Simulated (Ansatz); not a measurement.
# C3H4AlF (SMILES C#[C][Al]([CH3])[F]): PBE/cc-pVDZ

What is the electronic atomisation energy of C3H4AlF at PBE/cc-pVDZ? 

Program for the calculation: Ansatz 0.2.0.

60 further runs of the same task are left out: 60 set aside as unsound or not needed.

## Step 1: The structure to begin with

The species is C3H4AlF (9 atoms), meant as a singlet with charge 0. As SMILES, `C#[C][Al]([CH3])[F]`. The shape is that of a PBE0-D4/def2-TZVP optimisation.

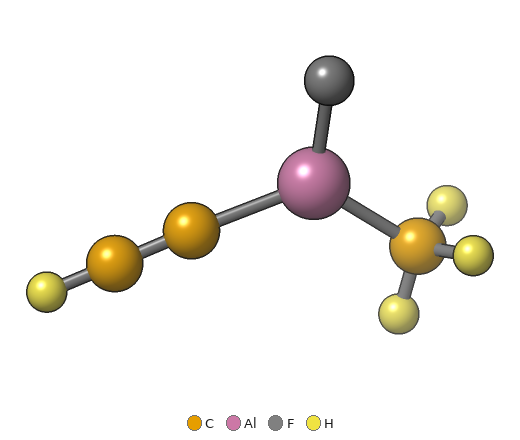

Viewed from a chosen angle; carbon amber, aluminium pink, fluorine grey, hydrogen yellow.

## Step 2: A single-point energy at PBE/cc-pVDZ

molecule.yaml

```yaml
crystal:
  periodic: [false, false, false]
  atoms:
    - {symbol: C, position_ang: [0.214800, 2.769900, 0.344200]}
    - {symbol: C, position_ang: [0.305500, 1.631300, -0.055000]}
    - {symbol: Al, position_ang: [0.406600, -0.178300, -0.626600]}
    - {symbol: C, position_ang: [-0.438400, -1.662200, 0.274100]}
    - {symbol: F, position_ang: [1.286200, -0.460300, -1.993400]}
    - {symbol: H, position_ang: [0.139200, 3.776200, 0.690400]}
    - {symbol: H, position_ang: [-1.159600, -2.156900, -0.383600]}
    - {symbol: H, position_ang: [0.298900, -2.419800, 0.555700]}
    - {symbol: H, position_ang: [-0.964600, -1.346100, 1.177300]}
basis:
  gaussian:
    orbitals: cc-pVDZ
accuracy: high
hamiltonian:
  xc: pbe
output:
  orbitals: {seedname: orbitals}
```

Launch:

```console
$ ansatz run molecule.yaml --threads 1 --pin off --max-ram 3480MiB --events-out events.jsonl --progress --plain --runs-dir runs
```

Log:

```text
Warning: RAYON_NUM_THREADS=1 ignored (pool sized by the plan → 1); use --threads N
Functional definition: PBE
  name "PBE"
  parameter kappa = 0.804
  parameter beta = 0.06672455060314922
  exchange = pbe_x(kappa = kappa, mu = beta*pi^2/3)
  correlation = pbe_c(beta = beta)
2085 factors; integrals over basis functions are off by at most 7.7e-9 eV
mean field evaluation 1: about -12465.7090 eV, gradient 7.6e1 eV
mean field evaluation 2: about -12446.7323 eV, gradient 1.1e2 eV
mean field evaluation 4: about -12479.5498 eV, gradient 1.2e1 eV
mean field evaluation 8: about -12479.8522 eV, gradient 8.0e-1 eV
mean field evaluation 16: about -12479.8540 eV, gradient 6.0e-5 eV
mean field -12479.85401330 eV, -458.6261758398 hartree, gradient 5.4e-8 eV, S^2 0.000000; 0 other end points of the search recorded, 0 dependent functions left out
reference -12479.85401750 eV, -458.6261759944 hartree; 22, 22 occupied and 72, 72 virtual orbitals, 2085 factors
Total energy: -12479.85401750 eV, -458.6261759944 hartree
```

It took 3.3 s on 1 thread of AMD EPYC 9R45 (Zen 5), shared host; peak memory 0.26 GiB.

## Step 3: The Al atom

molecule.yaml

```yaml
crystal:
  periodic: [false, false, false]
  atoms:
    - {symbol: Al, position_ang: [0.000000, 0.000000, 0.000000]}
basis:
  gaussian:
    orbitals: cc-pVDZ
magnetization:
  spin_polarized: true
  initial_magnetization: 1
hamiltonian:
  xc: pbe
accuracy: high
```

Launch:

```console
$ ansatz run molecule.yaml --threads 1 --pin off --max-ram 3480MiB --events-out events.jsonl --progress --plain --runs-dir runs
```

Log:

```text
Warning: RAYON_NUM_THREADS=1 ignored (pool sized by the plan → 1); use --threads N
[... 6 set-up lines as earlier in the session ...]
144 factors; integrals over basis functions are off by at most 3.2e-9 eV
mean field evaluation 1: about -6591.1687 eV, gradient 1.5e0 eV
mean field evaluation 2: about -6591.2134 eV, gradient 3.8e-1 eV
mean field evaluation 4: about -6591.2133 eV, gradient 3.8e-1 eV
mean field evaluation 8: about -6591.2156 eV, gradient 5.8e-4 eV
mean field evaluation 16: about -6591.1215 eV, gradient 2.1e0 eV
mean field evaluation 32: about -6591.2155 eV, gradient 5.1e-2 eV
mean field -6591.21555780 eV, -242.2227040626 hartree, gradient 1.4e-8 eV, S^2 0.754471; 2 other end points of the search recorded, 0 dependent functions left out
reference -6591.21555983 eV, -242.2227041372 hartree; 7, 6 occupied and 11, 12 virtual orbitals, 144 factors
Total energy: -6591.21555983 eV, -242.2227041372 hartree
```

Run time: 0.56 s. Hardware: 1 thread of AMD EPYC 9R45 (Zen 5), shared host.

## Step 4: The C atom, same level

run.yaml

```yaml
basis:
  gaussian:
    orbitals: cc-pVDZ
crystal:
  periodic: [false, false, false]
  atoms:
    - {symbol: C, position_ang: [0.000000, 0.000000, 0.000000]}
magnetization:
  spin_polarized: true
  initial_magnetization: 2
hamiltonian:
  xc: {name: PBE}
accuracy: high
```

Run the same way, it converges to -37.78854 Eh (log not shown).

## Step 5: The F atom, same level

input.yaml

```yaml
crystal:
  periodic: [false, false, false]
  atoms:
    - {symbol: F, position_ang: [0.000000, 0.000000, 0.000000]}
basis:
  gaussian:
    orbitals: cc-pVDZ
magnetization:
  spin_polarized: true
  initial_magnetization: 1
hamiltonian:
  xc: pbe
accuracy: high
```

Run the same way, it converges to -99.62478 Eh (log not shown).

## Step 6: The H atom at the same level

run.yaml

```yaml
crystal:
  periodic: [false, false, false]
  atoms:
    - symbol: H
      position_ang: [0.000000, 0.000000, 0.000000]
basis:
  gaussian:
    orbitals: cc-pVDZ
magnetization:
  spin_polarized: true
  initial_magnetization: 1
accuracy: high
hamiltonian:
  xc: pbe
```

Run the same way, it converges to -0.49863 Eh (log not shown).

## Step 7: What came out

Level: PBE/cc-pVDZ.

| quantity | value |
| --- | --- |
| molecule: total energy | -458.62618 Eh |
| molecule: HOMO energy | -6.92 eV |
| molecule: LUMO energy | -1.90 eV |
| molecule: HOMO–LUMO gap | 5.02 eV |
| Al atom: total energy | -242.22270 Eh |
| Al atom: ⟨S²⟩ | 0.754 |
| C atom: total energy | -37.78854 Eh |
| C atom: ⟨S²⟩ | 2.002 |
| F atom: total energy | -99.62478 Eh |
| F atom: ⟨S²⟩ | 0.751 |
| H atom: total energy | -0.49863 Eh |
| H atom: ⟨S²⟩ | 0.750 |
| electronic atomisation energy | 38.601 eV |

What this shows: Taking the molecule apart into free atoms costs 38.60 eV (890 kcal/mol), before zero-point energy and without spin-orbit coupling.
